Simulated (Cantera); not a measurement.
Input: 1 mol Si3N4, 1.8 mol H2O, 820 mol H2, equilibrated at 54.0 Pa.

These are equilibrium values from Cantera (NASA tables, ideal gas, pure condensed phases), not measurements of a reactor. Candidate condensed phases: H2O, Si, SiO2, Si2N2O, Si3N4; 35 gas species. Mutual solubility and eutectic melting of coexisting phases are not modelled. Gases not in the tables: Si2H6 and higher silanes. Rates play no part.

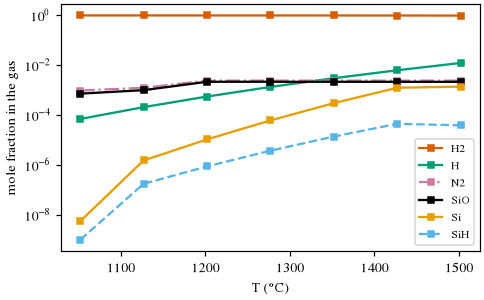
Figure. Equilibrium gas composition (values under 1e-9 drawn at 1e-9)

At 1052 °C the condensed part is Si2N2O(s). At 1127 °C the condensed part is Si(s) + Si2N2O(s). From 1202 °C to 1352 °C the condensed part is Si(s). At 1427 °C the condensed part is Si(l). At 1502 °C nothing is condensed. The main Si-bearing gas is SiO throughout. The share of Si in condensed phases is highest at 1052 °C (80.0 %) and lowest at 1502 °C (0.0 %).
